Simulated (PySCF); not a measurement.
## Sn2H4O4: geometry relaxation (part 2 of 2)

Continued. System: Sn2H4O4 (Sn2(OH)4). Method: PBE0-D3(BJ)/def2-SVP geometry optimisation, gas phase (PySCF 2.14.0). 

Geometry of the input (Å):
```
Sn -0.6279  0.1505  -1.9912
O  -0.4514  -1.7961  -1.8288
O  1.0861  0.9421  -0.8163
Sn 0.3527  1.7462  1.1940
O  0.7784  0.2043  2.4211
O  -1.5299  0.7351  0.1052
H  -0.0736  -2.2045  -1.0275
H  2.0722  0.6000  -0.8964
H  0.7408  -0.6823  2.2622
H  -2.2228  0.2280  0.5823
```

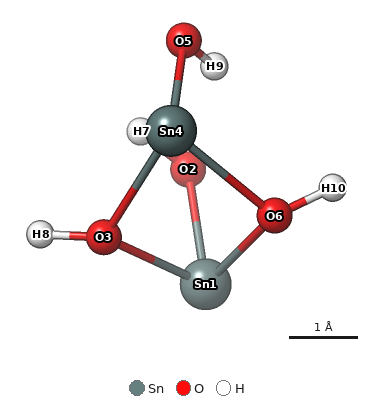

The geometry at step 22 of the log (ball-and-stick view, seen at a tilt; atoms are numbered from 1 in the order of the input).

Trajectory as extended XYZ, continued:
```
10
Properties=species:S:1:pos:R:3:forces:R:3 step=13 energy=-19905.37248
Sn   -0.7306    0.0175   -1.8049    0.1281   0.0697   0.1745
O    -0.1892   -1.6975   -0.9052    0.0213  -0.2055   0.1044
O     1.0201    1.0053   -0.9124   -0.1830   0.0078  -0.0436
Sn    0.4406    1.4885    1.1587   -0.0863  -0.0290  -0.0331
O     0.5751   -0.3993    1.8345   -0.0980  -0.3446  -0.1198
O    -1.4016    0.9319    0.0931    0.2032   0.1705  -0.1141
H     0.5491   -1.6128   -0.2865    0.0296   0.0782  -0.1285
H     1.9231    0.7431   -1.1349   -0.1099   0.0136   0.0200
H     0.0151   -1.0304    1.3505    0.0797   0.2671   0.1649
H    -2.0772    0.4771    0.6116    0.0155  -0.0279  -0.0247
10
Properties=species:S:1:pos:R:3:forces:R:3 step=14 energy=-19905.33605
Sn   -0.7599   -0.0073   -1.7578    0.1072   0.1325   0.0785
O    -0.1310   -1.6438   -0.7956    0.0003  -0.5340  -0.0191
O     1.0252    0.9890   -0.9525   -0.1643   0.0845  -0.1007
Sn    0.4899    1.4241    1.1370   -0.0781   0.1030   0.1188
O     0.5236   -0.4805    1.7514   -0.2190  -0.4894   0.0867
O    -1.4063    0.9518    0.1334    0.2602   0.2579  -0.2423
H     0.7003   -1.5539   -0.3085   -0.1494   0.1427   0.0206
H     1.9269    0.7574   -1.2171   -0.2175   0.0198   0.0515
H    -0.1555   -1.0504    1.3389    0.4381   0.3382   0.0378
H    -2.0885    0.5368    0.6752    0.0227  -0.0552  -0.0318
10
Properties=species:S:1:pos:R:3:forces:R:3 step=15 energy=-19905.38035
Sn   -0.7419    0.0048   -1.7793    0.0981   0.0571   0.0974
O    -0.1607   -1.6775   -0.8477    0.0170  -0.2896   0.0571
O     1.0199    0.9971   -0.9286   -0.1555   0.0478  -0.0625
Sn    0.4652    1.4562    1.1524   -0.0597   0.0209   0.0626
O     0.5458   -0.4455    1.7924   -0.1334  -0.3458  -0.0458
O    -1.3986    0.9458    0.1106    0.1954   0.2008  -0.1513
H     0.6255   -1.5772   -0.2929   -0.0418   0.0885  -0.0570
H     1.9214    0.7467   -1.1709   -0.1293   0.0136   0.0257
H    -0.0745   -1.0364    1.3287    0.1982   0.2443   0.1009
H    -2.0775    0.5091    0.6398    0.0110  -0.0376  -0.0271
10
Properties=species:S:1:pos:R:3:forces:R:3 step=16 energy=-19905.39314
Sn   -0.7108   -0.0067   -1.7628   -0.0682  -0.2427  -0.1299
O    -0.1704   -1.7248   -0.8163    0.0249   0.2335  -0.0395
O     0.9966    1.0028   -0.8960    0.0002   0.0628  -0.0142
Sn    0.4618    1.4413    1.1932    0.1113  -0.1095   0.1959
O     0.5293   -0.4973    1.7768    0.0935   0.3353   0.0313
O    -1.3558    0.9747    0.0877   -0.1198   0.0753   0.0747
H     0.6208   -1.5556   -0.2839    0.0016  -0.1126  -0.0058
H     1.8932    0.7516   -1.1368    0.1500  -0.0086  -0.0428
H    -0.0953   -0.9998    1.2395   -0.1307  -0.2376  -0.0533
H    -2.0448    0.5370    0.6030   -0.0627   0.0041  -0.0164
10
Properties=species:S:1:pos:R:3:forces:R:3 step=17 energy=-19905.40608
Sn   -0.7147   -0.0134   -1.7686    0.0043  -0.0300   0.0170
O    -0.1713   -1.7133   -0.8140    0.0261   0.0234  -0.0011
O     1.0047    1.0109   -0.9060   -0.0599  -0.0014  -0.0216
Sn    0.4616    1.4352    1.1914    0.0113  -0.0547   0.0452
O     0.5401   -0.4921    1.7814   -0.0269   0.0546  -0.0123
O    -1.3743    0.9800    0.0870    0.0569   0.0582   0.0018
H     0.6307   -1.5810   -0.2888   -0.0096  -0.0220  -0.0073
H     1.9068    0.7762   -1.1534    0.0029   0.0095  -0.0012
H    -0.0846   -1.0343    1.2767    0.0132  -0.0342   0.0074
H    -2.0744    0.5551    0.5988   -0.0184  -0.0033  -0.0279
10
Properties=species:S:1:pos:R:3:forces:R:3 step=18 energy=-19905.40817
Sn   -0.7119   -0.0178   -1.7659   -0.0070   0.0074   0.0161
O    -0.1681   -1.7128   -0.8054    0.0205  -0.0135   0.0036
O     1.0013    1.0134   -0.9052   -0.0171  -0.0098  -0.0169
Sn    0.4624    1.4249    1.1986    0.0084  -0.0133   0.0139
O     0.5343   -0.5015    1.7813   -0.0416  -0.0073  -0.0035
O    -1.3714    0.9915    0.0831    0.0431   0.0247   0.0037
H     0.6409   -1.5899   -0.2891   -0.0094  -0.0057  -0.0046
H     1.9048    0.7889   -1.1581   -0.0154   0.0144   0.0041
H    -0.0852   -1.0508    1.2767    0.0318   0.0010   0.0091
H    -2.0825    0.5772    0.5885   -0.0132   0.0020  -0.0255
10
Properties=species:S:1:pos:R:3:forces:R:3 step=19 energy=-19905.40952
Sn   -0.7080   -0.0210   -1.7602   -0.0085   0.0190   0.0097
O    -0.1641   -1.7166   -0.7975   -0.0006  -0.0094   0.0001
O     0.9978    1.0165   -0.9012    0.0156  -0.0189   0.0054
Sn    0.4647    1.4101    1.2122    0.0129   0.0042  -0.0144
O     0.5194   -0.5170    1.7866   -0.0212  -0.0155   0.0111
O    -1.3633    1.0102    0.0777    0.0048  -0.0241   0.0111
H     0.6529   -1.6057   -0.2922    0.0008   0.0091  -0.0031
H     1.9022    0.8064   -1.1624   -0.0075   0.0129   0.0023
H    -0.0838   -1.0736    1.2707    0.0108   0.0124  -0.0090
H    -2.0932    0.6139    0.5707   -0.0071   0.0105  -0.0132
10
Properties=species:S:1:pos:R:3:forces:R:3 step=20 energy=-19905.40970
Sn   -0.7082   -0.0201   -1.7562   -0.0064   0.0206  -0.0045
O    -0.1620   -1.7168   -0.7954   -0.0043  -0.0055   0.0000
O     0.9990    1.0150   -0.8985    0.0119  -0.0195   0.0115
Sn    0.4690    1.4030    1.2176    0.0126   0.0139  -0.0118
O     0.5087   -0.5249    1.7877   -0.0050  -0.0073   0.0210
O    -1.3591    1.0155    0.0792   -0.0055  -0.0285   0.0087
H     0.6594   -1.6073   -0.2968   -0.0012   0.0063  -0.0003
H     1.9031    0.8093   -1.1633    0.0021   0.0104  -0.0009
H    -0.0896   -1.0774    1.2619    0.0013  -0.0017  -0.0180
H    -2.0957    0.6270    0.5681   -0.0055   0.0113  -0.0057
10
Properties=species:S:1:pos:R:3:forces:R:3 step=21 energy=-19905.40995
Sn   -0.7084   -0.0121   -1.7525    0.0035   0.0152  -0.0172
O    -0.1631   -1.7165   -0.8022   -0.0106   0.0070   0.0080
O     1.0033    1.0100   -0.8893    0.0064  -0.0185   0.0160
Sn    0.4761    1.3933    1.2285    0.0019   0.0132  -0.0046
O     0.4903   -0.5348    1.7954    0.0215   0.0025   0.0172
O    -1.3513    1.0214    0.0829   -0.0200  -0.0226   0.0020
H     0.6628   -1.6125   -0.3104    0.0020   0.0026  -0.0020
H     1.9070    0.8110   -1.1592    0.0148   0.0069  -0.0062
H    -0.0922   -1.0826    1.2478   -0.0192  -0.0167  -0.0217
H    -2.1000    0.6461    0.5635   -0.0001   0.0104   0.0085
10
Properties=species:S:1:pos:R:3:forces:R:3 step=22 energy=-19905.41012
Sn   -0.7073   -0.0040   -1.7503    0.0125   0.0093  -0.0133
O    -0.1666   -1.7131   -0.8038   -0.0121   0.0126   0.0022
O     1.0091    1.0064   -0.8816   -0.0020  -0.0177   0.0107
Sn    0.4818    1.3838    1.2367   -0.0079  -0.0025   0.0067
O     0.4788   -0.5467    1.7954    0.0234   0.0168   0.0099
O    -1.3471    1.0248    0.0871   -0.0129  -0.0099  -0.0068
H     0.6654   -1.6139   -0.3212   -0.0035  -0.0006  -0.0010
H     1.9130    0.8135   -1.1553    0.0112   0.0055  -0.0057
H    -0.0995   -1.0862    1.2346   -0.0132  -0.0194  -0.0160
H    -2.1031    0.6586    0.5629    0.0044   0.0059   0.0133
10
Properties=species:S:1:pos:R:3:forces:R:3 step=23 energy=-19905.41059
Sn   -0.7027    0.0123   -1.7513    0.0153   0.0072  -0.0035
O    -0.1785   -1.7065   -0.8119   -0.0094   0.0095   0.0017
O     1.0183    1.0016   -0.8672   -0.0005  -0.0145  -0.0006
Sn    0.4864    1.3713    1.2503   -0.0171  -0.0064   0.0127
O     0.4687   -0.5619    1.7964    0.0123   0.0057  -0.0085
O    -1.3416    1.0280    0.0915   -0.0049   0.0080  -0.0129
H     0.6603   -1.6191   -0.3389   -0.0032  -0.0021  -0.0028
H     1.9232    0.8184   -1.1446    0.0009   0.0054  -0.0032
H    -0.1029   -1.0928    1.2195   -0.0027  -0.0113   0.0024
H    -2.1065    0.6720    0.5605    0.0093  -0.0016   0.0147
10
Properties=species:S:1:pos:R:3:forces:R:3 step=24 energy=-19905.41126
Sn   -0.6935    0.0372   -1.7538    0.0122   0.0006   0.0114
O    -0.1985   -1.6955   -0.8223   -0.0045   0.0032  -0.0052
O     1.0310    0.9977   -0.8472    0.0031  -0.0062  -0.0095
Sn    0.4898    1.3526    1.2701   -0.0167  -0.0174   0.0142
O     0.4601   -0.5859    1.7937   -0.0083  -0.0007  -0.0244
O    -1.3347    1.0336    0.0969    0.0040   0.0262  -0.0143
H     0.6497   -1.6283   -0.3632   -0.0028  -0.0007  -0.0037
H     1.9375    0.8296   -1.1290   -0.0119   0.0047   0.0009
H    -0.1076   -1.1054    1.2014    0.0127   0.0024   0.0201
H    -2.1090    0.6876    0.5578    0.0122  -0.0122   0.0104
10
Properties=species:S:1:pos:R:3:forces:R:3 step=25 energy=-19905.41176
Sn   -0.6865    0.0560   -1.7555    0.0032  -0.0033   0.0127
O    -0.2131   -1.6874   -0.8319    0.0003  -0.0008  -0.0066
O     1.0386    0.9975   -0.8338    0.0053   0.0013  -0.0067
Sn    0.4906    1.3391    1.2847   -0.0061  -0.0100   0.0079
O     0.4566   -0.6030    1.7903   -0.0175  -0.0103  -0.0218
O    -1.3301    1.0386    0.1011    0.0031   0.0303  -0.0095
H     0.6403   -1.6355   -0.3806   -0.0014   0.0010  -0.0040
H     1.9461    0.8399   -1.1185   -0.0124   0.0033   0.0017
H    -0.1100   -1.1161    1.1909    0.0153   0.0062   0.0208
H    -2.1077    0.6942    0.5577    0.0102  -0.0177   0.0056
10
Properties=species:S:1:pos:R:3:forces:R:3 step=26 energy=-19905.41224
Sn   -0.6803    0.0780   -1.7563   -0.0080  -0.0071   0.0068
O    -0.2272   -1.6779   -0.8454    0.0033  -0.0028  -0.0074
O     1.0451    1.0004   -0.8206    0.0042   0.0093   0.0029
Sn    0.4917    1.3240    1.3007    0.0096  -0.0040  -0.0008
O     0.4534   -0.6228    1.7847   -0.0178  -0.0104  -0.0070
O    -1.3257    1.0445    0.1080   -0.0018   0.0271  -0.0016
H     0.6301   -1.6413   -0.4003    0.0011   0.0029  -0.0025
H     1.9531    0.8534   -1.1087   -0.0062   0.0014   0.0007
H    -0.1134   -1.1295    1.1803    0.0103   0.0043   0.0091
H    -2.1022    0.6943    0.5619    0.0054  -0.0208  -0.0003
10
Properties=species:S:1:pos:R:3:forces:R:3 step=27 energy=-19905.41265
Sn   -0.6762    0.1066   -1.7557   -0.0175  -0.0089  -0.0037
O    -0.2408   -1.6650   -0.8660    0.0050  -0.0020  -0.0054
O     1.0511    1.0068   -0.8055   -0.0003   0.0148   0.0136
Sn    0.4945    1.3051    1.3197    0.0244   0.0060  -0.0087
O     0.4487   -0.6472    1.7767   -0.0104  -0.0085   0.0144
O    -1.3214    1.0507    0.1202   -0.0075   0.0180   0.0069
H     0.6193   -1.6437   -0.4253    0.0036   0.0036  -0.0009
H     1.9589    0.8710   -1.0987    0.0040  -0.0002  -0.0017
H    -0.1181   -1.1458    1.1662    0.0002  -0.0021  -0.0085
H    -2.0915    0.6847    0.5730   -0.0014  -0.0207  -0.0059
10
Properties=species:S:1:pos:R:3:forces:R:3 step=28 energy=-19905.41288
Sn   -0.6750    0.1492   -1.7531   -0.0222  -0.0069  -0.0159
O    -0.2550   -1.6442   -0.8999    0.0050   0.0001   0.0002
O     1.0568    1.0190   -0.7853   -0.0070   0.0155   0.0216
Sn    0.5009    1.2777    1.3457    0.0326   0.0118  -0.0137
O     0.4408   -0.6824    1.7647    0.0029  -0.0014   0.0363
O    -1.3173    1.0564    0.1427   -0.0109   0.0027   0.0148
H     0.6069   -1.6397   -0.4623    0.0057   0.0031  -0.0001
H     1.9638    0.8975   -1.0865    0.0144  -0.0004  -0.0045
H    -0.1248   -1.1687    1.1441   -0.0114  -0.0087  -0.0277
H    -2.0723    0.6585    0.5944   -0.0092  -0.0158  -0.0110
10
Properties=species:S:1:pos:R:3:forces:R:3 step=29 energy=-19905.41282
Sn   -0.6785    0.1868   -1.7490   -0.0150  -0.0003  -0.0178
O    -0.2622   -1.6240   -0.9313    0.0027   0.0013   0.0066
O     1.0593    1.0312   -0.7681   -0.0102   0.0082   0.0168
Sn    0.5084    1.2529    1.3674    0.0230   0.0110  -0.0109
O     0.4318   -0.7130    1.7555    0.0115   0.0028   0.0382
O    -1.3158    1.0575    0.1659   -0.0086  -0.0086   0.0143
H     0.6009   -1.6297   -0.4960    0.0067   0.0012  -0.0014
H     1.9651    0.9220   -1.0771    0.0152   0.0016  -0.0050
H    -0.1293   -1.1880    1.1222   -0.0138  -0.0093  -0.0304
H    -2.0550    0.6276    0.6150   -0.0115  -0.0079  -0.0103
10
Properties=species:S:1:pos:R:3:forces:R:3 step=30 energy=-19905.41277
Sn   -0.6833    0.2040   -1.7462   -0.0021   0.0053  -0.0079
O    -0.2608   -1.6134   -0.9456    0.0006   0.0004   0.0087
O     1.0580    1.0381   -0.7597   -0.0071  -0.0003   0.0036
Sn    0.5124    1.2406    1.3777    0.0033   0.0014  -0.0037
O     0.4260   -0.7279    1.7532    0.0102   0.0053   0.0197
O    -1.3172    1.0542    0.1787   -0.0039  -0.0102   0.0075
H     0.6041   -1.6207   -0.5142    0.0053  -0.0003  -0.0039
H     1.9634    0.9363   -1.0734    0.0060   0.0043  -0.0025
H    -0.1286   -1.1968    1.1091   -0.0062  -0.0035  -0.0164
H    -2.0493    0.6089    0.6248   -0.0060  -0.0024  -0.0052
```

Key numbers:

| quantity | value |
| --- | --- |
| outcome | converged |
| total energy | −731.510433 hartree |
| dipole moment | 2.65 D |
| point group | C1 |
| hardware | 1 CPU thread, shared host |
| wall time | 7.1 min |
| peak memory | 0.55 GiB |

Remarks:

Checks after the run noted: forces and energy converged, displacements not (flat surface).
